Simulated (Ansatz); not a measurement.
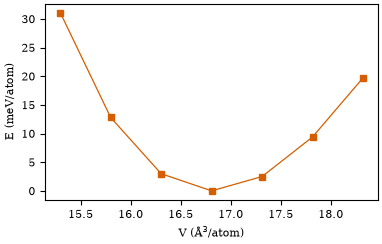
Figure. BaF₂ in space group P6_3/mmc (No. 194; Ba on 2c, F on 2a, F on 2d) under volume change, r²SCAN (plane waves, PAW; program Ansatz), shape and atoms relaxed at each volume.

Problem. What does a third-order Birch–Murnaghan fit give for V₀, B₀ and B′?

Solution. V₀ = 16.81 Å³/atom, B₀ = 57.3 GPa, B′ = 6.5.

The first step of the workflow began from a Materials Project structure, measured or hypothetical; the Crystallography Open Database copy checked does not list it. It is not the phase usual at ambient conditions (space group No. 225). The cell was relaxed with r²SCAN under the symmetry of its start; its stability against distortions is not shown here. Spin–orbit coupling is left out wherever it is not named.

Potentials: the later of the program's two PAW sets.
